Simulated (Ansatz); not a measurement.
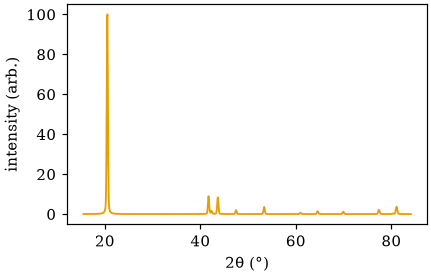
Simulated powder pattern, Cu Kα, λ = 1.54184 Å

The pattern belongs to a structure relaxed with DFT-PBE in the program Ansatz with PAW potentials.

**Question.** Pick the material that matches.
A. Ca, fcc (Cu type)
B. Ba, bcc (W type)
C. K, bcc (W type)
D. C, graphite

**Answer.** D, C, graphite

Space group P6_3/mmc (graphite). The cell was relaxed with PBE under the symmetry of its start. The volume lies over 15 % above that of the usual cell of this phase: another minimum, or an error of the functional. A crystal of weakly bound layers computed without a dispersion correction: the cell and the soft elastic constants depend strongly on that.

Potentials: the later of the program's two PAW sets.
